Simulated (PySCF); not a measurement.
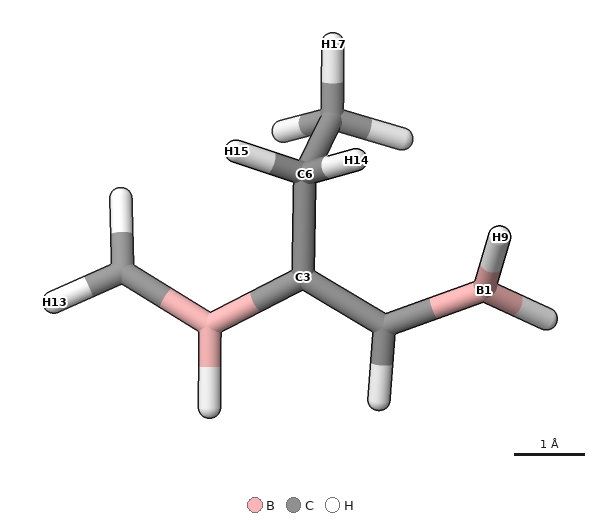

**Figure 1.** The structure as given in the input (stick view, seen at a tilt; atoms are numbered from 1 in the order of the input).

## Run report: C5H11B2, EPR calculation

C5H11B2, multiplicity 2, computed with UKS B3LYP, pcH-1 on B C H, non-relativistic, mean-field spin-orbit, GIAO (PySCF 2.14.0).

It belongs to a series of runs on one base structure; here: H removed from sp3 C.

**What the program printed**
```
UKS, coarse grid
  cycle   1  E = -246.72896649  |g| = 3.12e-01
  cycle   2  E = -246.72194395  |g| = 3.43e-01
  cycle   3  E = -246.78696095  |g| = 6.09e-02
  cycle   4  E = -246.78866449  |g| = 3.01e-02
  cycle   5  E = -246.78911983  |g| = 1.16e-02
  cycle   6  E = -246.78919271  |g| = 4.74e-03
  cycle   7  E = -246.78920811  |g| = 2.03e-03
  cycle   8  E = -246.78921138  |g| = 5.93e-04
UKS, final grid
  cycle   1  E = -246.78915061  |g| = 7.39e-04
  cycle   2  E = -246.78915029  |g| = 1.07e-03
  cycle   3  E = -246.78915090  |g| = 1.52e-04
  cycle   4  E = -246.78915092  |g| = 4.60e-05
  cycle   5  E = -246.78915092  |g| = 2.38e-05
E = -246.78915092 Eh   <S^2> = 0.7568 (exact 0.7500)
g shifts (ppm)      1          2          3
  rmc          -117       -117       -117
  gc             19         13         30
  oz_so         -17        550        618
  total        -115        446        531
hyperfine (MHz)  atom isotope    a_iso     a_fc   dipolar eigenvalues
    0   11B      -2.00      -2.00     -1.83     -0.61      2.44
    1   13C       6.06       6.06     -8.63     -8.08     16.71
    2   13C       4.55       4.55     -8.08      2.30      5.77
    3   11B     -15.24     -15.24    -10.90     -2.53     13.44
    4   13C      52.34      52.34    -64.14    -63.48    127.62
    5   13C       1.80       1.80     -1.32     -0.06      1.38
    6   13C      -3.85      -3.85     -0.75     -0.04      0.79
    7    1H       2.66       2.66     -1.25     -0.61      1.86
    8    1H       5.53       5.53     -1.13     -0.56      1.68
    9    1H       0.20       0.20     -2.43     -1.36      3.79
   10    1H      14.24      14.24     -7.26     -3.02     10.28
   11    1H     -43.14     -43.14    -30.88     -1.96     32.84
   12    1H     -42.88     -42.88    -30.69     -2.26     32.95
   13    1H      -1.04      -1.04     -1.34     -0.32      1.66
   14    1H      -0.52      -0.52     -3.96     -2.48      6.44
   15    1H       3.25       3.25     -0.98     -0.29      1.27
   16    1H      -0.65      -0.65     -0.86     -0.64      1.49
   17    1H       1.06       1.06     -1.89     -1.74      3.62
```

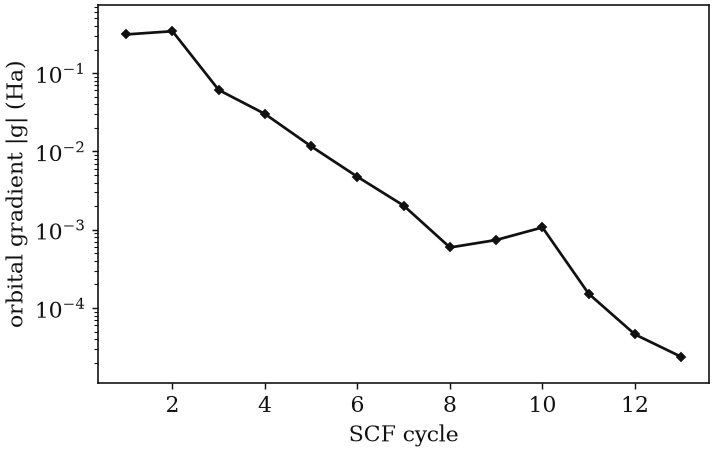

**Figure 2.** Convergence of the self-consistent field: orbital gradient |g| against the SCF cycle. All cycles printed in the log are drawn one after another.

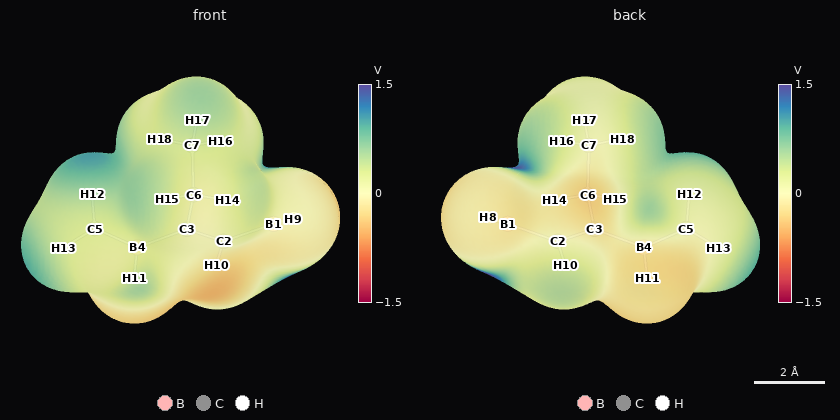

**Figure 3.** The electrostatic potential painted on the density surface at 0.002 e/bohr³, seen at a tilt and from behind; red is negative and blue positive. A positive charge is drawn to the negative regions and a negative charge to the positive ones.

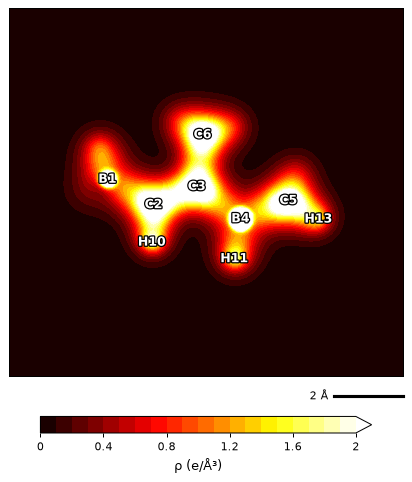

**Figure 4.** Total electron density on the plane of atoms B4, C3 and C6. Atoms in the plane: B, C and H. C–B (1.49 Å): ρ at the midpoint is about 1.6 e/Å³. C–H (1.09 Å): ρ is about 2 e/Å³ halfway. C–C (1.51 Å): ρ at the midpoint is about 1.7 e/Å³.

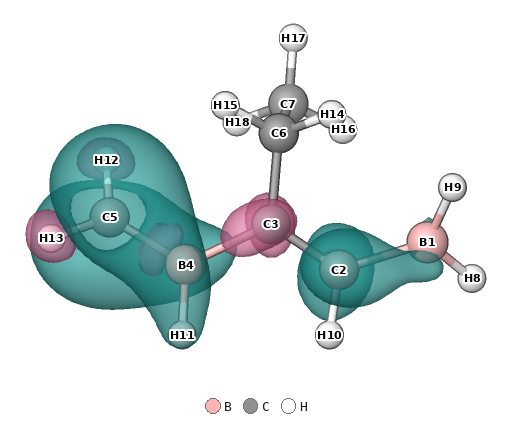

**Figure 5.** Isosurfaces of the spin density at +0.01 (teal) and −0.01 e/Å³ (pink), seen at an oblique angle. The unpaired spin (1 electron) lies mostly on C5 (about 0.6), B4 (about 0.2) and C2 (about 0.1), in electrons by Hirshfeld's partition.

The run was set up as follows.

**Input**
```
{"job": {"kind": "epr", "basis": "pcH-1"}, "charge": 0, "multiplicity": 2}
B     -2.519111     0.812981     0.410732
C     -1.100886     1.288292     0.066030
C      0.073005     0.615794     0.182969
B      1.402407     1.230867    -0.363854
C      2.661688     0.439930    -0.492830
C      0.060399    -0.783598     0.743098
C     -0.307092    -1.793562    -0.345875
H     -3.406923     1.092432    -0.301114
H     -2.745690     0.213453     1.391160
H     -1.030159     2.277568    -0.379761
H      1.396481     2.367489    -0.666519
H      2.704379    -0.634379    -0.593640
H      3.641461     0.893931    -0.508795
H     -0.676337    -0.856609     1.545543
H      1.041514    -1.032139     1.149576
H     -1.300339    -1.575905    -0.734308
H     -0.305303    -2.804869     0.055876
H      0.401747    -1.745358    -1.169944
```

The first line tells a small driver script what to run in PySCF; the rest is the geometry in Å.

Command:
```bash
OMP_NUM_THREADS=1 python <driver script> task.json out
```

**Summary**

| quantity | value |
| --- | --- |
| outcome | converged |
| total energy | −246.789151 hartree |
| ⟨S²⟩ | 0.757 |
| isotropic g | 2.0026 |
| hardware | 1 CPU thread, shared host |
| wall time | 71 s |
| peak memory | 1 GiB |
